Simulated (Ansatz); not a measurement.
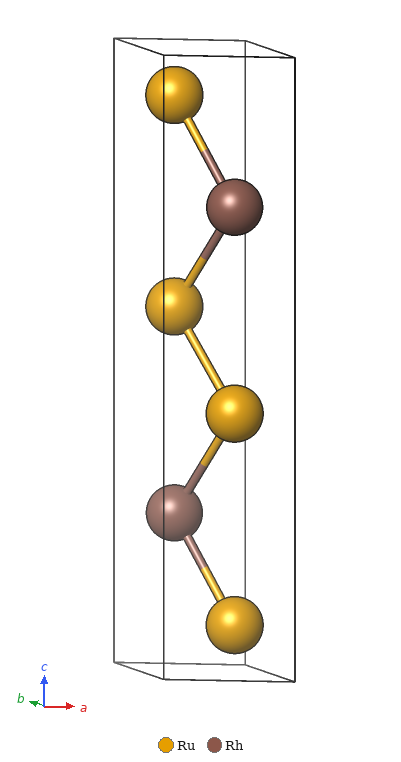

Shown here is a ball-and-stick view of the crystal, taken slightly off an axis. The wireframe shows the conventional unit cell.

Ru$_{2}$Rh, space group P6_3/mmc (No. 194), a = 2.724 Å, b = 2.724 Å, c = 12.944 Å, α = 90.00°, β = 90.00°, γ = 120.00°. The structure was taken from a structure type filled with these elements by a generator (whether the compound takes this form wasn't checked). Earlier steps of the study, as a rule a relaxation of our own, may have changed the cell and positions, so they can lie some per cent off the listed ones. It was the input of a calculation with Ansatz.

This one geometry was computed with Ansatz (DFT, plane waves, PAW) at three levels of theory: LDA, PBE and r2SCAN.

Which level gives the highest pressure at this volume, and what does that say about its equilibrium volume?

Answer. Highest: PBE (0.0 GPa), which points to the largest equilibrium volume. Lowest, with the smallest volume: LDA (-16.4 GPa). Levels within 0.5 GPa of each other can't be told apart.

How does the band gap change with the level of theory?

Answer. All levels give a metal.

Collect the results in a table.

Answer.
| level | cutoff (eV) | k-mesh of the run's cell | gap (eV) | pressure (GPa) |
| --- | --- | --- | --- | --- |
| LDA | 420 | 18×18×4 | metal | -16.4 |
| PBE | 420 | 18×18×4 | metal | 0.0 |
| r2SCAN | 500 | 18×18×4 | metal | -6.5 |

Gaps are taken on the k-mesh or band path of each run.
